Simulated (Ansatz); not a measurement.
```json
{"atom": "O", "x (Å)": "-1.8313", "y (Å)": "0.5905", "z (Å)": "0.4623"}
{"atom": "Si", "x (Å)": "-0.3203", "y (Å)": "1.1453", "z (Å)": "0.1582"}
{"atom": "O", "x (Å)": "0.7457", "y (Å)": "-0.0657", "z (Å)": "-0.0988"}
{"atom": "Si", "x (Å)": "1.0741", "y (Å)": "-1.4363", "z (Å)": "-0.9357"}
{"atom": "H", "x (Å)": "-2.0031", "y (Å)": "0.1750", "z (Å)": "1.3082"}
{"atom": "H", "x (Å)": "0.2074", "y (Å)": "1.9146", "z (Å)": "1.3103"}
{"atom": "H", "x (Å)": "-0.4472", "y (Å)": "1.9660", "z (Å)": "-1.0644"}
{"atom": "H", "x (Å)": "2.4945", "y (Å)": "-1.8010", "z (Å)": "-0.6723"}
{"atom": "H", "x (Å)": "0.1687", "y (Å)": "-2.5345", "z (Å)": "-0.4849"}
```

Geometry: PBE0-D4/def2-TZVP.

The calculation used Ansatz 0.2.0, UKS PBE0-D4/def2-TZVPP.

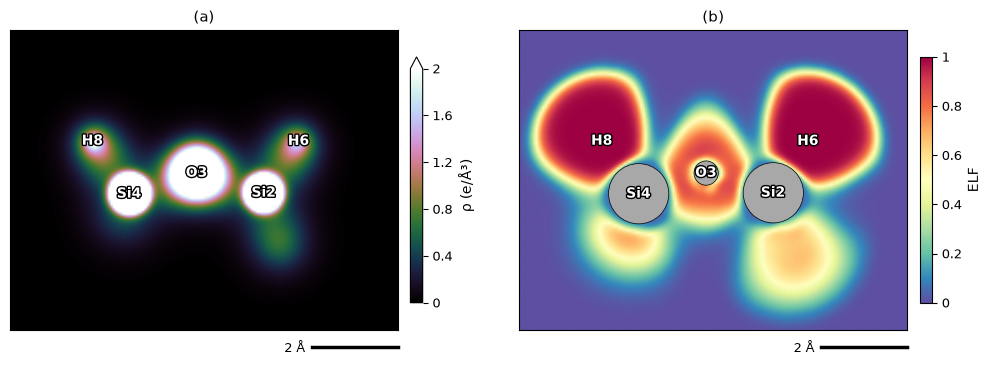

H5O2Si2 (doublet). (a) electron density; (b) ELF on the plane of atoms O3, Si4 and H8. Grey discs cover the atomic cores in the ELF map.

Describe what can be read from this map.

The plane passes through Si, O and H nuclei.
Si–O (1.63 Å): ρ is about 1.2 e/Å³ halfway; the ELF peaks at about 0.85 between the atoms, as expected for a shared but strongly polarised pair.
Si–H (1.48 Å): ρ is about 0.83 e/Å³ halfway; the ELF climbs to about 1 towards the hydrogen, as it does in any bond to H.
The ELF also peaks beside O3, away from the bonds: non-bonding electrons, paired or unpaired.
